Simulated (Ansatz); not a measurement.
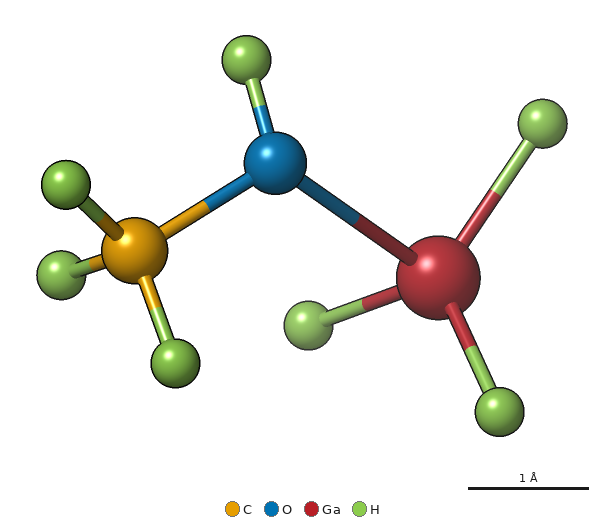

A ball-and-stick model of a molecule. Every bond is drawn as one stick, whatever its order.

The geometry was computed by an optimisation with PBE0-D4/def2-TZVP.

Question: What is the molecular formula?

Answer: CH7GaO, 10 atoms: 1 carbon, 7 hydrogen, 1 gallium and 1 oxygen.

Question: How many sets of symmetry-equivalent atoms are there?

Answer: 10: 1 C, 1 O, 1 Ga, 1 H, 1 H, 1 H, 1 H, 1 H, 1 H, 1 H.

Question: What is the point group of this geometry?

Answer: C1.

The parts below concern this one geometry. Atoms keep their numbers from picture to picture.

**Shape**

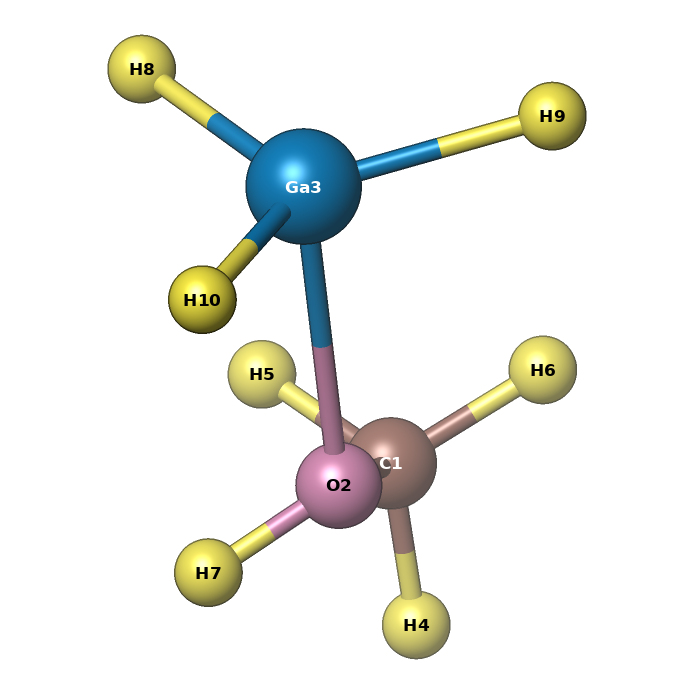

C1 lies behind O2. The molecule seen a little off the O2–C1 bond, O2 in front. Distant atoms are faded towards the background colour.

Question: What is the torsion angle Ga3–O2–C1–H4? The sign is positive where the front bond must turn clockwise to cover the back bond.

Answer: 176°, antiperiplanar (anti).

**Electronic properties**

Level of theory: RKS PBE-D4/def2-TZVPP (Ansatz 0.2.0).

Question: Estimate the dipole moment.

Answer: 4.12 D.

Question: Estimate the HOMO energy (Kohn–Sham orbital).

Answer: −6.39 eV.

Question: Estimate the LUMO energy (Kohn–Sham orbital).

Answer: −1.17 eV.

Question: What is the dispersion correction?

Answer: −14.9 kJ/mol.

**Charges**

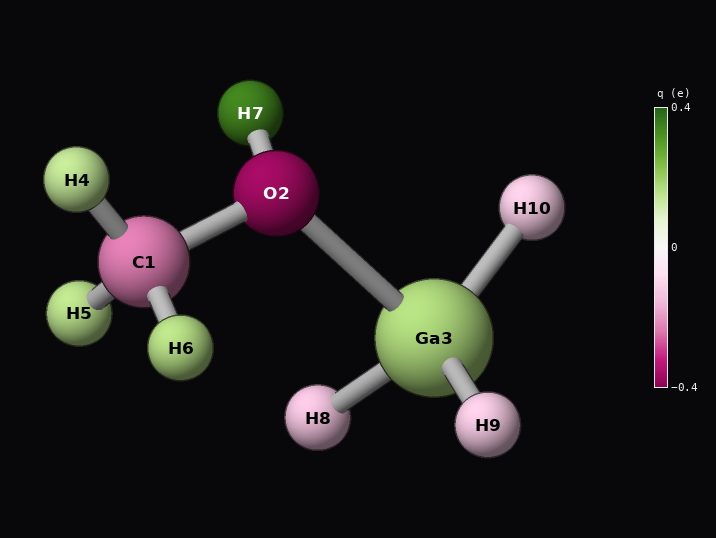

Atoms are coloured by their Mulliken charges. Level of theory: RKS PBE0-D4/def2-TZVP (Ansatz 0.2.0).

Question: Which atom carries the highest charge (most positive or least negative)?

Answer: H7 (0.34 e).

Question: And the lowest?

Answer: O2 (−0.37 e).

Give the Mulliken charges atom by atom.

```json
{"atom": "C1", "value (e)": "−0.23"}
{"atom": "O2", "value (e)": "−0.37"}
{"atom": "Ga3", "value (e)": "0.17"}
{"atom": "H4", "value (e)": "0.14"}
{"atom": "H5", "value (e)": "0.15"}
{"atom": "H6", "value (e)": "0.16"}
{"atom": "H7", "value (e)": "0.34"}
{"atom": "H8", "value (e)": "−0.13"}
{"atom": "H9", "value (e)": "−0.12"}
{"atom": "H10", "value (e)": "−0.12"}
```

**Vibrations**

Harmonic vibrations computed with RKS PBE0-D4/def2-TZVP (Ansatz 0.2.0) at a stationary point of the same level.

Question: List the wavenumbers.

Answer: 24 modes: 62, 131, 149, 277, 418, 478, 550, 744, 751, 754, 1062, 1086, 1181, 1363, 1473, 1491, 1499, 1906, 1934, 1946, 3055, 3136, 3171, 3854 cm⁻¹.

Mulliken values depend strongly on the basis set and can even reverse the polarity of a bond.
